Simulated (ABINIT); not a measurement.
# Converging GW for AlN (F-43m) in ABINIT

Wanted: a converged G0W0 gap of AlN (F-43m), or an estimate of the limit.

Main program and level: ABINIT 10.8.3; PBE and many-body steps on it, plane waves.

### 1. The structure

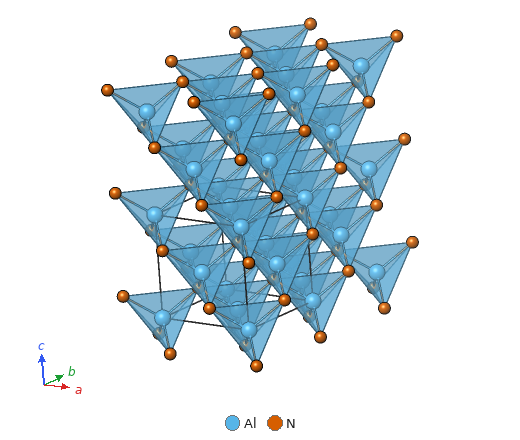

The cell as given, slightly off an axis (aluminium blue, nitrogen orange). 1×2×2 cells are drawn. This picture shows the conventional cell, with its axes. Some periodic images of atoms are drawn too.

Structure file:

```cif
data_structure
_symmetry_space_group_name_H-M 'F-43m'
_symmetry_Int_Tables_number 216
_cell_length_a 4.3680
_cell_length_b 4.3680
_cell_length_c 4.3680
_cell_angle_alpha 90.000
_cell_angle_beta 90.000
_cell_angle_gamma 90.000
_cell_volume 83.34
loop_
_atom_site_label
_atom_site_type_symbol
_atom_site_symmetry_multiplicity
_atom_site_Wyckoff_symbol
_atom_site_fract_x
_atom_site_fract_y
_atom_site_fract_z
_atom_site_occupancy
Al1 Al 4 a 0.00000 0.00000 0.00000 1
N1 N 4 c 0.25000 0.25000 0.25000 1
```

The cell and positions are those that the Materials Project relaxed with its own functionals (PBE, PBE+U or r2SCAN), kept fixed. This is not the form that AlN usually takes at ambient conditions.

### 2. Empty states on the mesh, 6×6×6 mesh, 540 bands

This step: ABINIT 10.8.3; DFT, PBE, plane waves, norm-conserving pseudopotentials.

The sums over transitions need many empty states on a uniform mesh; this step solves for them.

Contents of run.abi:

```
acell 3*1.0 Angstrom
rprim 
  -0.000000000000 2.183993559600 2.183993559600
  2.183993559600 -0.000000000000 2.183993559600
  2.183993559600 2.183993559600 -0.000000000000
ntypat 2
znucl 13 7
natom 2
typat 1 2
xred 
  0.000000000000 0.000000000000 0.000000000000
  0.750000000000 0.750000000000 0.750000000000
pp_dirpath "pseudos"
pseudos "Al.upf, N.upf"
ecut 36
ngkpt 6 6 6
nshiftk 1
shiftk 0 0 0
kptopt 1
chksymbreak 0
irdden 1
istwfk *1
nband 540
prtvol 0
optdriver 6
gwr_task "HDIAGO"
paral_kgb 0
occopt 1
indata_prefix "in"
outdata_prefix "out"
tmpdata_prefix "tmp"
```

Run with:

```sh
$ OMP_NUM_THREADS=1 mpirun -n 8 abinit run.abi > log
```

What it wrote:

```text
.Version 10.8.3 of ABINIT. v10.8.2 released Aug 2026.

 Symmetries : space group F-4 3 m (#216); Bravais cF (face-center cubic)
[... echo of the input left out ...]
== DATASET  1 ==================================================================
-   mpi_nproc: 8, omp_nthreads: 1 (-1 if OMP is not activated)

--- !DatasetInfo
iteration_state: {dtset: 1, }
dimensions: {natom: 2, nkpt: 16, mband: 540, nsppol: 1, nspinor: 1, nspden: 1, mpw: 1464, }
cutoff_energies: {ecut:  36.0, pawecutdg:  -1.0, }
[...]
Indirect band gap semiconductor
 Fundamental gap:     3.325 (eV)
   VBM:     5.159 (eV) at k: [ 0.0000E+00,  0.0000E+00,  0.0000E+00]
   CBM:     8.483 (eV) at k: [ 5.0000E-01,  5.0000E-01,  0.0000E+00]
 Direct gap:         4.192 (eV) at k: [ 0.0000E+00,  0.0000E+00,  0.0000E+00]

== END DATASET(S) ==============================================================
================================================================================

 -outvars: echo values of variables after computation  --------
           etotal      0.0000000000E+00
            nband         540
             nkpt          16
          spgroup         216
 [... the other variables as echoed above ...]

 Calculation completed.
```

Wall time 7.7 s (8 MPI ranks of Arm Neoverse V2, shared host); peak memory 1.4 GiB.

Numbers from this step:

```
gap                                                           : 3.325 eV
k of the valence top                                          : 0, 0, 0
k of the conduction bottom                                    : 0.5, 0.5, 0
least direct gap                                              : 4.192 eV
k points computed                                             : 16
lowest point of the top converged band, above the valence top : 481.7249 eV
```

On this mesh the gap is 3.325 eV.

The density comes from a self-consistent run that is not shown.

### 3. Screening, 6×6×6 mesh, 108 bands, screening to 203.5 eV

The RPA dielectric matrix is built and inverted for each q.

This step: RPA screening on PBE, plane waves, norm-conserving pseudopotentials.

Edit run.abi of step 2 so:

```diff
@@ -20,10 +20,11 @@
 chksymbreak 0
-irdden 1
 istwfk *1
-nband 540
-prtvol 0
-optdriver 6
-gwr_task "HDIAGO"
-paral_kgb 0
 occopt 1
+irdwfk 1
+optdriver 3
+nband 108
+ecuteps 7.48
+inclvkb 2
+awtr 1
+symchi 1
 indata_prefix "in"
```

What it wrote:

```text
.Version 10.8.3 of ABINIT. v10.8.2 released Aug 2026.

 Symmetries : space group F-4 3 m (#216); Bravais cF (face-center cubic)
[... echo of the input left out ...]
== DATASET  1 ==================================================================
-   mpi_nproc: 8, omp_nthreads: 1 (-1 if OMP is not activated)

--- !DatasetInfo
iteration_state: {dtset: 1, }
dimensions: {natom: 2, nkpt: 16, mband: 108, nsppol: 1, nspinor: 1, nspden: 1, mpw: 1464, }
cutoff_energies: {ecut:  36.0, pawecutdg:  -1.0, }
electrons: {nelect:   8.00000000E+00, charge:   0.00000000E+00, occopt:   1.00000000E+00, tsmear:   1.00000000E-02, }

 SCREENING: Calculation of the susceptibility and dielectric matrices

 Based on a program developped by R.W. Godby, V. Olevano, G. Onida, and L. Reining.
 Incorporated in ABINIT by V. Olevano, G.-M. Rignanese, and M. Torrent.
.Using double precision arithmetic ; gwpc =  8

[... cell and pseudopotentials left out ...]
--------------------------------------------------------------------------------

 ==== K-mesh for the wavefunctions ====
 Number of points in the irreducible wedge :    16
[... list of points left out ...]
 Together with 24 symmetry operations and time-reversal symmetry
 yields   216 points in the full Brillouin Zone.

 ==== Q-mesh for the screening function ====
 Number of points in the irreducible wedge :    16
[... list of points left out ...]
 Together with 24 symmetry operations and time-reversal symmetry
 yields   216 points in the full Brillouin Zone.

 setmesh: FFT mesh size selected  =    24x   24x   24
          total number of points  =        13824

 vcoul_init : cutoff-mode = AUXILIARY_FUNCTION
 q-points for optical limit:   1
     1)      0.000010    0.000020    0.000030

- screening: taking advantage of time-reversal symmetry
- Maximum band index for partially occupied states nbvw = 4
- Remaining bands to be divided among processors   nbcw = 104
- Number of bands treated by each node ~13

 Number of electrons calculated from density =    8.0000; Expected =    8.0000
 average of density, n =  0.056900
 r_s =    1.6129
 omega_plasma =   23.0097 [eV]

 calculating chi0 at frequencies [eV] :
  1    0.000000E+00    0.000000E+00
  2    0.000000E+00    2.300966E+01

--------------------------------------------------------------------------------
  q-point number  1        q = ( 0.000000, 0.000000, 0.000000) [r.l.u.]
--------------------------------------------------------------------------------
[... chi0 elements left out ...]
 For q-point:  0.000010 0.000020 0.000030
  dielectric constant =   4.3508
  dielectric constant without local fields =   4.7912

  Average fulfillment of the sum rule on Im[epsilon] for q-point    1 :     90.36  [%]
[... wings left out ...]
  q-point number  2        q = ( 0.166667, 0.000000, 0.000000) [r.l.u.]
--------------------------------------------------------------------------------
[... chi0 elements left out ...]
  Average fulfillment of the sum rule on Im[epsilon] for q-point    2 :     96.28  [%]

 [... 14 further q-points ...]
```

Run time: 19 s. Hardware: 8 MPI ranks; peak memory 1.1 GiB.

This step gave:

```yaml
eps_infinity_with_local_fields_on_this_mesh_along_the_program_s_q_direction: 4.351
the_same_without_local_fields: 4.791
plasma_frequency: 23.01 eV
plane_waves_in_the_screening_matrix: 137
```

Local fields lower ε∞ by 9 %.

### 4. 108 bands, 203.5 eV

The self-energy is evaluated for the states that the input lists, and the levels follow from it, in one-shot runs by the linearised quasiparticle equation.

This step: G0W0 on PBE, plane waves, norm-conserving pseudopotentials.

Edit run.abi of step 3 so:

```diff
@@ -23,8 +23,19 @@
 irdwfk 1
-optdriver 3
+optdriver 4
 nband 108
+gwcalctyp 0
+ecutsigx 36
+symsigma 1
+nkptgw 3
+kptgw 
+  0.0000000000 0.0000000000 0.0000000000
+  0.5000000000 0.5000000000 0.0000000000
+  0.5000000000 0.0000000000 0.0000000000
+bdgw 
+  2 8
+  3 6
+  3 6
 ecuteps 7.48
-inclvkb 2
-awtr 1
-symchi 1
+irdscr 1
+ppmodel 1
 indata_prefix "in"
```

What it wrote:

```text
.Version 10.8.3 of ABINIT. v10.8.2 released Aug 2026.

 Symmetries : space group F-4 3 m (#216); Bravais cF (face-center cubic)
[... echo of the input left out ...]
== DATASET  1 ==================================================================
-   mpi_nproc: 8, omp_nthreads: 1 (-1 if OMP is not activated)

--- !DatasetInfo
iteration_state: {dtset: 1, }
dimensions: {natom: 2, nkpt: 16, mband: 108, nsppol: 1, nspinor: 1, nspden: 1, mpw: 1464, }
cutoff_energies: {ecut:  36.0, pawecutdg:  -1.0, }
electrons: {nelect:   8.00000000E+00, charge:   0.00000000E+00, occopt:   1.00000000E+00, tsmear:   1.00000000E-02, }

 SIGMA: Calculation of the GW corrections

 Based on a program developped by R.W. Godby, V. Olevano, G. Onida, and L. Reining.
 Incorporated in ABINIT by V. Olevano, G.-M. Rignanese, and M. Torrent.
.Using double precision arithmetic ; gwpc =  8

[... cell and pseudopotentials left out ...]
--------------------------------------------------------------------------------

 ==== K-mesh for the wavefunctions ====
 Number of points in the irreducible wedge :    16
[... list of points left out ...]
 Together with 24 symmetry operations and time-reversal symmetry
 yields   216 points in the full Brillouin Zone.

 ==== Q-mesh for screening function ====
 Number of points in the irreducible wedge :    16
[... list of points left out ...]
 Together with 24 symmetry operations and time-reversal symmetry
 yields   216 points in the full Brillouin Zone.

 vcoul_init : cutoff-mode = AUXILIARY_FUNCTION
 q-points for optical limit:   1
     1)      0.000010    0.000020    0.000030
 setmesh: FFT mesh size selected  =    32x   32x   32
          total number of points  =        32768

 Number of electrons calculated from density =    8.0000; Expected =    8.0000
 average of density, n =  0.056900
 r_s =    1.6129
 omega_plasma =   23.0097 [eV]

 === KS Band Gaps ===
  >>>> For spin  1
   Minimum direct gap =   4.1921 [eV], located at k-point      :   0.0000  0.0000  0.0000
   Fundamental gap    =   3.3248 [eV], Top of valence bands at :   0.0000  0.0000  0.0000
                                       Bottom of conduction at :   0.5000  0.5000  0.0000
 SIGMA fundamental parameters:
 PLASMON POLE MODEL  1
 number of plane-waves for SigmaX                 1459
 number of plane-waves for SigmaC and W            137
 number of plane-waves for wavefunctions          1459
 number of bands                                   108
 number of independent spin polarizations            1
 number of spinorial components                      1
 number of k-points in IBZ                          16
 number of q-points in IBZ                          16
 number of symmetry operations                      24
 number of k-points in BZ                          216
 number of q-points in BZ                          216
 number of frequencies for dSigma/dE                 9
 frequency step for dSigma/dE [eV]                0.25
 number of omega for Sigma on real axis              0
 max omega for Sigma on real axis  [eV]           0.00
 zcut for avoiding poles [eV]                     0.10

 EPSILON^-1 parameters (SCR file):
 dimension of the eps^-1 matrix on file            137
 dimension of the eps^-1 matrix used               137
 number of plane-waves for wavefunctions          1459
 number of bands                                   108
 number of q-points in IBZ                          16
 number of frequencies                               2
 number of real frequencies                          1
 number of imag frequencies                          1

 matrix elements of self-energy operator (all in [eV])

 Perturbative Calculation

--- !SelfEnergy_ee
iteration_state: {dtset: 1, }
kpoint     : [   0.000,    0.000,    0.000, ]
spin       : 1
KS_gap     :    4.192
QP_gap     :    5.592
Delta_QP_KS:    1.400
data: !SigmaeeData |
     Band     E0 <VxcDFT>   SigX SigC(E0)      Z dSigC/dE  Sig(E)    E-E0       E
        2   5.159 -16.959 -20.996   2.957   0.786  -0.273 -17.808  -0.848   4.310
        3   5.159 -16.959 -20.996   2.957   0.786  -0.273 -17.808  -0.848   4.310
        4   5.159 -16.959 -20.996   2.957   0.786  -0.273 -17.808  -0.848   4.310
        5   9.351 -12.531  -8.056  -3.800   0.816  -0.226 -11.980   0.551   9.902
        6  17.748  -9.892  -4.092  -5.078   0.815  -0.227  -9.303   0.588  18.336
        7  17.748  -9.892  -4.092  -5.078   0.815  -0.227  -9.303   0.588  18.336
[...]
--- !SelfEnergy_ee
iteration_state: {dtset: 1, }
kpoint     : [   0.500,    0.500,    0.000, ]
spin       : 1
KS_gap     :    5.100
QP_gap     :    6.585
Delta_QP_KS:    1.485
data: !SigmaeeData |
     Band     E0 <VxcDFT>   SigX SigC(E0)      Z dSigC/dE  Sig(E)    E-E0       E
[...]
--- !SelfEnergy_ee
iteration_state: {dtset: 1, }
kpoint     : [   0.500,    0.000,    0.000, ]
spin       : 1
KS_gap     :    7.872
QP_gap     :    9.409
Delta_QP_KS:    1.537
data: !SigmaeeData |
     Band     E0 <VxcDFT>   SigX SigC(E0)      Z dSigC/dE  Sig(E)    E-E0       E
[...]
4   4.678 -16.600 -20.861   3.070   0.785  -0.274 -17.534  -0.934   3.745
        5  12.551 -11.009  -5.874  -4.403   0.824  -0.213 -10.406   0.603  13.154
        6  15.004 -13.282  -6.773  -5.211   0.784  -0.276 -12.264   1.018  16.022

== END DATASET(S) ==============================================================
================================================================================

 -outvars: echo values of variables after computation  --------
           etotal      0.0000000000E+00
            nband         108
             nkpt          16
          spgroup         216
 [... the other variables as echoed above ...]

 Calculation completed.
```

Run time: 6.3 s. Hardware: 8 MPI ranks; peak memory 1.2 GiB; 49 s of CPU time.

This step gave:

- G0W0 gap on the points computed: 4.519 eV
- starting gap on the mesh: 3.325 eV
- k of the valence top: 0, 0, 0
- k of the conduction bottom: 0.5, 0.5, 0
- Z at the valence top: 0.786
- Z at the conduction bottom: 0.835
- least direct G0W0 gap on the computed points: 5.592 eV

The gap on the mesh goes from 3.32 eV to 4.52 eV, a correction of +1.19 eV.

### 5. Screening, 6×6×6 mesh, 163 bands, screening to 269.4 eV

This step: RPA screening on PBE, plane waves, norm-conserving pseudopotentials.

Edit run.abi of step 4 so:

```diff
@@ -23,19 +23,8 @@
 irdwfk 1
-optdriver 4
-nband 108
-gwcalctyp 0
-ecutsigx 36
-symsigma 1
-nkptgw 3
-kptgw 
-  0.0000000000 0.0000000000 0.0000000000
-  0.5000000000 0.5000000000 0.0000000000
-  0.5000000000 0.0000000000 0.0000000000
-bdgw 
-  2 8
-  3 6
-  3 6
-ecuteps 7.48
-irdscr 1
-ppmodel 1
+optdriver 3
+nband 163
+ecuteps 9.9
+inclvkb 2
+awtr 1
+symchi 1
 indata_prefix "in"
```

What it wrote:

```text
.Version 10.8.3 of ABINIT. v10.8.2 released Aug 2026.

 Symmetries : space group F-4 3 m (#216); Bravais cF (face-center cubic)
[... echo of the input left out ...]
== DATASET  1 ==================================================================
-   mpi_nproc: 8, omp_nthreads: 1 (-1 if OMP is not activated)

--- !DatasetInfo
iteration_state: {dtset: 1, }
dimensions: {natom: 2, nkpt: 16, mband: 163, nsppol: 1, nspinor: 1, nspden: 1, mpw: 1464, }
cutoff_energies: {ecut:  36.0, pawecutdg:  -1.0, }
electrons: {nelect:   8.00000000E+00, charge:   0.00000000E+00, occopt:   1.00000000E+00, tsmear:   1.00000000E-02, }

 SCREENING: Calculation of the susceptibility and dielectric matrices

 Based on a program developped by R.W. Godby, V. Olevano, G. Onida, and L. Reining.
 Incorporated in ABINIT by V. Olevano, G.-M. Rignanese, and M. Torrent.
.Using double precision arithmetic ; gwpc =  8

[... cell and pseudopotentials left out ...]
--------------------------------------------------------------------------------

 ==== K-mesh for the wavefunctions ====
 Number of points in the irreducible wedge :    16
[... list of points left out ...]
 Together with 24 symmetry operations and time-reversal symmetry
 yields   216 points in the full Brillouin Zone.

 ==== Q-mesh for the screening function ====
 Number of points in the irreducible wedge :    16
[... list of points left out ...]
 Together with 24 symmetry operations and time-reversal symmetry
 yields   216 points in the full Brillouin Zone.

 setmesh: FFT mesh size selected  =    24x   24x   24
          total number of points  =        13824

 vcoul_init : cutoff-mode = AUXILIARY_FUNCTION
 q-points for optical limit:   1
     1)      0.000010    0.000020    0.000030

- screening: taking advantage of time-reversal symmetry
- Maximum band index for partially occupied states nbvw = 4
- Remaining bands to be divided among processors   nbcw = 159
- Number of bands treated by each node ~19

 Number of electrons calculated from density =    8.0000; Expected =    8.0000
 average of density, n =  0.056900
 r_s =    1.6129
 omega_plasma =   23.0097 [eV]

 calculating chi0 at frequencies [eV] :
  1    0.000000E+00    0.000000E+00
  2    0.000000E+00    2.300966E+01

--------------------------------------------------------------------------------
  q-point number  1        q = ( 0.000000, 0.000000, 0.000000) [r.l.u.]
--------------------------------------------------------------------------------
[... chi0 elements left out ...]
 For q-point:  0.000010 0.000020 0.000030
  dielectric constant =   4.3492
  dielectric constant without local fields =   4.7915

  Average fulfillment of the sum rule on Im[epsilon] for q-point    1 :     94.59  [%]
[... wings left out ...]
  q-point number  2        q = ( 0.166667, 0.000000, 0.000000) [r.l.u.]
--------------------------------------------------------------------------------
[... chi0 elements left out ...]
  Average fulfillment of the sum rule on Im[epsilon] for q-point    2 :     98.10  [%]

 [... 14 further q-points ...]
```

It took 32 s on 8 MPI ranks; peak memory 1.5 GiB.

This step gave:

```
ε∞ with local fields, on this mesh, along the program's q direction : 4.349
the same without local fields                                       : 4.792
plasma frequency                                                    : 23.01 eV
plane waves in the screening matrix                                 : 181
```

(Part 1 of 2 ends here.)

[Paths, hosts, dates, memory and timing lines, banners, echoed tables and standing remarks are left out of the program output.]

[Logs are printed without paths, hosts, clocks, repeated set-up lines and the standing remarks that a program may print on its own settings, such as how far it seeks lower states.]

[Runs of the session that timed out or met a known fault of the program may be left out.]

[Hosts, paths, dates, database ids (printed as entryN), source tags and the programs' standing remarks are cut or masked in the printed files.]

[G0W0 gaps are taken among the corrected bands and points alone; a level outside them can change the order at an edge.]

[Where Ansatz stands beside ABINIT at settings called matched, ABINIT's density can come from a denser mesh and the files from another edition; pairs whose starting gaps differed by over 0.03 eV were left out, so agreement reads better than it is.]
